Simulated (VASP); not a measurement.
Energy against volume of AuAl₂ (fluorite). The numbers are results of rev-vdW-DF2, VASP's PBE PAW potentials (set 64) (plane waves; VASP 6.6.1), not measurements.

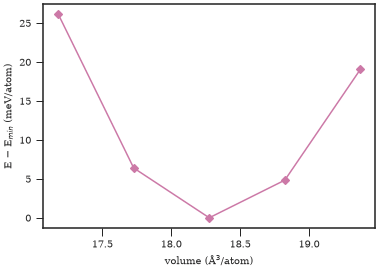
Fig. 1. Energy against volume

Estimate the equilibrium volume and the bulk modulus.

The minimum lies near 18.3 Å³/atom, and the curvature gives B0 of about 110 GPa.

The compound is AuAl2 in the fluorite structure. It was relaxed first.
